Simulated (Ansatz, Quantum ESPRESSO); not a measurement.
## Ballistic transmission: Rh chain with one atom pushed 0.5 Å aside at constant bond length: the same in Ansatz

Ansatz 0.2.0; plane-wave DFT, PBEsol, Ansatz PAW.

A second code with its own PAW datasets, on the same atoms.

Contents of input.yaml:

```yaml
crystal:
  lattice:
    - [7.5, 0.0, 0.0]
    - [0.0, 7.5, 0.0]
    - [0.0, 0.0, 34.3899888641]
  atoms:
    - { symbol: Rh, position: [0.5, 0.5, 0.0] }
    - { symbol: Rh, position: [0.5, 0.5, 0.0668799286] }
    - { symbol: Rh, position: [0.5, 0.5, 0.1337598572] }
    - { symbol: Rh, position: [0.5, 0.5, 0.2006397858] }
    - { symbol: Rh, position: [0.5, 0.5, 0.2675197144] }
    - { symbol: Rh, position: [0.5, 0.5, 0.334399643] }
    - { symbol: Rh, position: [0.5, 0.5, 0.4012795716] }
    - { symbol: Rh, position: [0.566666667, 0.5, 0.4665600357] }
    - { symbol: Rh, position: [0.5, 0.5, 0.5318404998] }
    - { symbol: Rh, position: [0.5, 0.5, 0.5987204284] }
    - { symbol: Rh, position: [0.5, 0.5, 0.665600357] }
    - { symbol: Rh, position: [0.5, 0.5, 0.7324802856] }
    - { symbol: Rh, position: [0.5, 0.5, 0.7993602142] }
    - { symbol: Rh, position: [0.5, 0.5, 0.8662401428] }
    - { symbol: Rh, position: [0.5, 0.5, 0.9331200714] }
kpoints:
  mp_grid: { grid: [1, 1, 4] }
hamiltonian:
  xc: pbesol
scf:
  occupations: { method: fermi_dirac, width: 0.1 }
  convergence: { dr2_threshold: 1.0e-08 }
output:
  transmission:
    leads: [[0, 1]]
    e_range: [-2.0, 2.0]
    de: 0.05
    kmesh: [1, 1]
    reduced_basis: true
  write_potential: true
  write_density: true
  volumetric_format: npy
  elf: true
```

On the command line:

```
$ ansatz run input.yaml --threads 4 --pin off --max-ram 8192MiB --backend cpu --events-out ev --progress --plain --runs-dir out
```

Before running it: what should come out for the lead channels at the Fermi level, one spin; and open channels against energy?

Each channel passes at most one electron wave, so a value between whole numbers means that at least one channel is partly reflected.

This step gave:

| Quantity | Value |
| --- | --- |
| transmission at the Fermi level, one spin | 3.765 |
| lead channels at the Fermi level, one spin | 4 |
| step of the lead's Hamiltonian over a period | 1.8 meV |

Per spin. Transmission against energy, zero at the Fermi level:

| --- | --- |
| -2.0000 | 2.97 |
| -1.7500 | 2.98 |
| -1.5000 | 2.97 |
| -1.2500 | 2.53 |
| -1.0000 | 4.97 |
| -0.8000 | 5.85 |
| -0.7500 | 5.84 |
| -0.5000 | 5.60 |
| -0.2500 | 4.98 |
| 0.0000 | 3.76 |
| 0.2500 | 3.87 |
| 0.5000 | 3.83 |
| 0.7500 | 3.70 |
| 1.0000 | 1.97 |
| 1.2500 | 0.987 |
| 1.5000 | 0.991 |
| 1.7500 | 0.991 |
| 2.0000 | 0.990 |

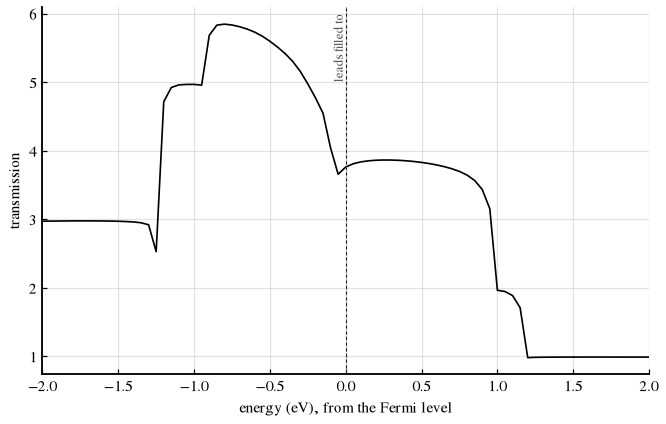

Transmission against energy.

Per spin. Table of open channels by energy, zero at the Fermi level:

| energy (eV) | open channels |
| --- | --- |
| -2.000 | 3 |
| -1.500 | 3 |
| -1.000 | 5 |
| -0.500 | 6 |
| 0.000 | 4 |
| 0.500 | 4 |
| 1.000 | 3 |
| 1.500 | 1 |
| 2.000 | 1 |

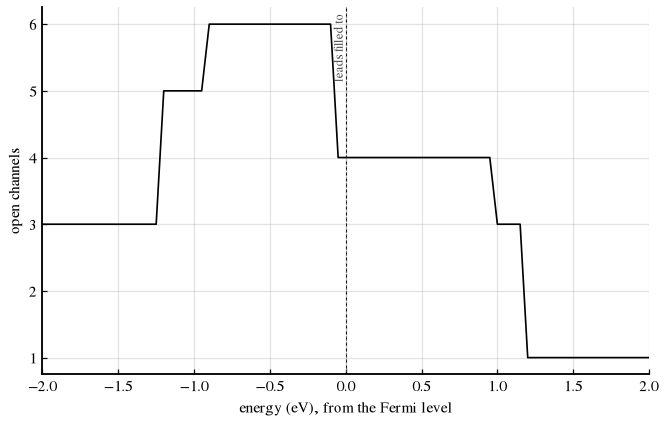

Open channels against energy.

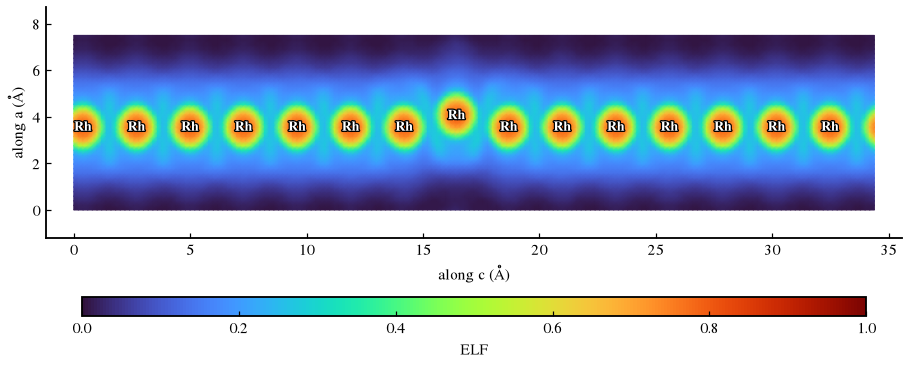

ELF in the ca plane at fractional y = 0.500, with atoms of Rh within 0.2 Å of it. It is the smooth field of the valence electrons, not physical close to the nuclei.

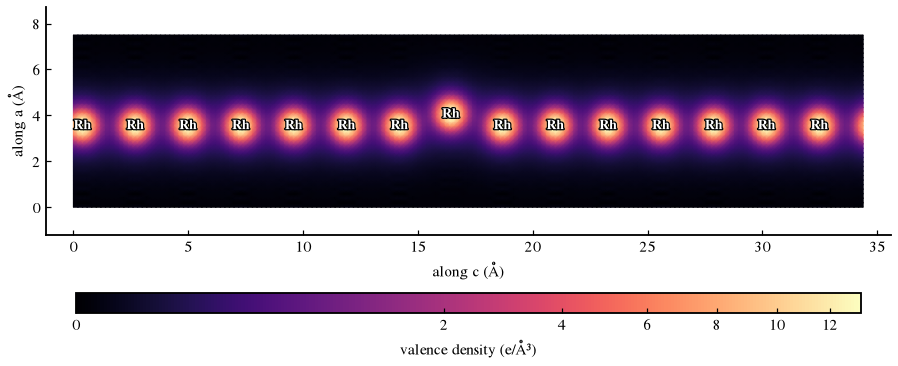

Valence density in the ca plane at fractional y = 0.500, with atoms of Rh within 0.2 Å of it. The colour scale is stretched toward low values.

[Logs are printed without paths, hosts, clocks, repeated set-up lines and the standing remarks that a program may print on its own settings, such as how far it seeks lower states.]

[Hosts, paths, dates, database ids (printed as entryN), source tags and the programs' standing remarks are cut or masked in the printed files.]

[Maps of the electrostatic potential energy from Ansatz leave out the sawtooth potential of an applied field or a dipole correction, so their vacuum need not be flat; planar profiles and work functions include it.]
